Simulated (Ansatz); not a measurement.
Profile along the Si–Si line in Si (diamond)

Si (diamond)

```cif
data_Si8
_chemical_formula_sum 'Si8'
_space_group_name_H-M_alt 'Fd-3m :1'
_space_group_IT_number 227
_space_group_name_Hall 'F 4d 2 3 -1d'
_cell_length_a 5.43364
_cell_length_b 5.43364
_cell_length_c 5.43364
_cell_angle_alpha 90.000
_cell_angle_beta 90.000
_cell_angle_gamma 90.000
loop_
_atom_site_label
_atom_site_type_symbol
_atom_site_symmetry_multiplicity
_atom_site_Wyckoff_symbol
_atom_site_fract_x
_atom_site_fract_y
_atom_site_fract_z
_atom_site_occupancy
Si1 Si 8 b 0.50000 0.50000 0.50000 1
```
(The calculation used a cell of 2 atoms; values per cell refer to that cell.)

Fields along a shortest Si–Si line of a {110} plane (2.35 Å), from Si to Si, interpolated on the slice's grid (step about 0.3 Å). Method: PBEsol (plane waves to 420 eV, PAW, scalar-relativistic; Ansatz, an electronic-structure program). k mesh 11×11×11. Inside the PAW spheres the values are not all-electron values, and peaks at nuclei hang on which shells count as valence. Si was relaxed with its symmetry unable to fall.

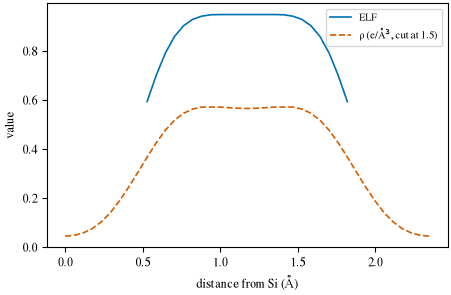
ELF (away from the nuclei) and valence density from Si to Si.

Density on the Si–Si line (2.35 Å) at its midpoint: 0.57 e/Å³. ELF at that point: 0.9. ELF maximum in the middle third of the Si–Si line: 0.95, 1.2 Å from Si.
